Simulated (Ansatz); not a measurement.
# Tunnelling from Li(110) to Li(110): the current at the widest gap

Three vacuum gaps between Li(110) and Li(110) are known. What current density flows at 0.25 V across 6.5 Å?

How it was computed: Ansatz 0.2.0, plane waves with PAW datasets, r2SCAN; a slab with two metal leads whose outer parts are reservoirs, with density and current solved under bias (Landauer, 300 K). The gap is counted from plane to plane of nuclei, and atoms stay on ideal sites.

The runs, with one result withheld:

```
gap (Å)  drop between the leads' cuts at 0.25 V (V)  current density at 0.25 V (A/m²)
    3.5                                      0.0985                         1.42×10¹⁴
    4.5                                       0.177                         7.77×10¹³
    5.5                                       0.216                         3.66×10¹³
    6.5                                       0.235                                 ?
```

**Estimate by hand.**

Tunnelling falls as exp(−βd). From 3.5 to 4.5 Å, β = ln(1.42×10¹⁴/7.77×10¹³)/1 = 0.603 Å⁻¹, and from 4.5 to 5.5 Å it is 0.752 Å⁻¹; the slope still steepens as the gap leaves contact, so the wider pair is taken. Then 3.66×10¹³ × exp(−0.752 × 1). Predicted: 1.73×10¹³ A/m².

**The withheld run.**

1.46×10¹³ A/m², so the prediction is 18 % too high. The last step has β = 0.918 Å⁻¹, an apparent barrier ħ²β²/8m of 0.80 eV: the decay of this current is still steepening. The conductances at 0 V give β = 0.753 and 0.936 Å⁻¹ for the last two steps.

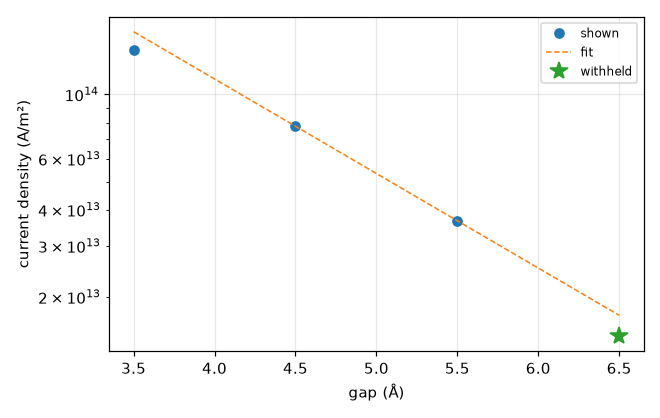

Current density against the gap.

Caveats: On every other k-point the currents of these runs, at any bias, move by up to 4.4 %. A semilocal functional lacks the image potential's tail.

[Logs are printed without paths, hosts, clocks, repeated set-up lines and the standing remarks that a program may print on its own settings, such as how far it seeks lower states.]
